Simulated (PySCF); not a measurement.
System: C₄H₇F₃Si, SMILES FC(F)(F)C[C@H]1C[SiH2]1.

Vertical TDDFT excitations, CAM-B3LYP/def2-SVPD (IEF-PCM benzene), PySCF, at a PBE0-D3(BJ)/def2-SVP geometry (no frequency check).

Predict the low-lying singlet excitations and the spectrum.

The lowest singlet lies at 6.38 eV (194 nm, f = 0.265); the brightest of the first 6 is S1 at 6.38 eV (194 nm), f = 0.265, mainly HOMO → LUMO (92 %). No singlet lies below 3.1 eV (beyond 400 nm), so at this level no vertical transition falls in the visible.


```tsv
state	E (eV)	λ (nm)	f	main character
S1	6.38	194	0.265	HOMO → LUMO (92 %)
S2	6.48	191	0.028	HOMO → LUMO+1 (65 %)
S3	7.00	177	0.009	HOMO → LUMO+2 (48 %)
S4	7.12	174	0.041	HOMO → LUMO+2 (35 %)
S5	7.38	168	0.000	HOMO → LUMO+5 (46 %)
S6	7.62	163	0.017	HOMO → LUMO+4 (35 %)
```

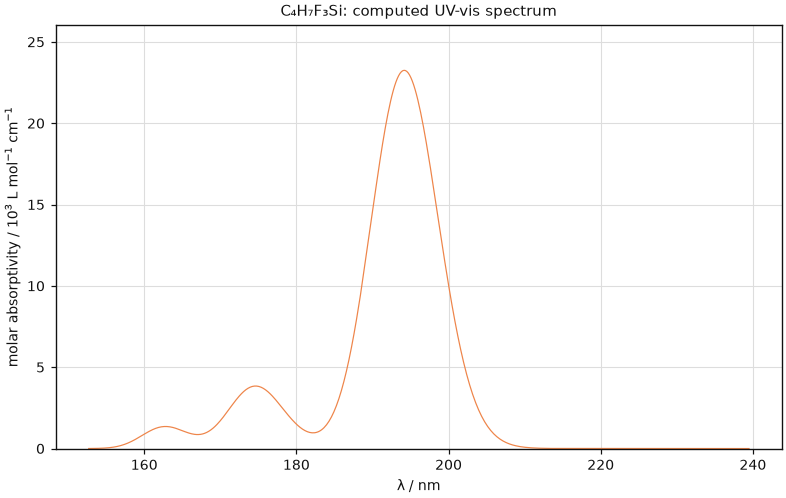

The lowest 6 singlet states are shown; each is broadened by a Gaussian of 1/e half-width 0.20 eV.

Caveats: one conformer of a flexible molecule; core orbitals are frozen in the response.
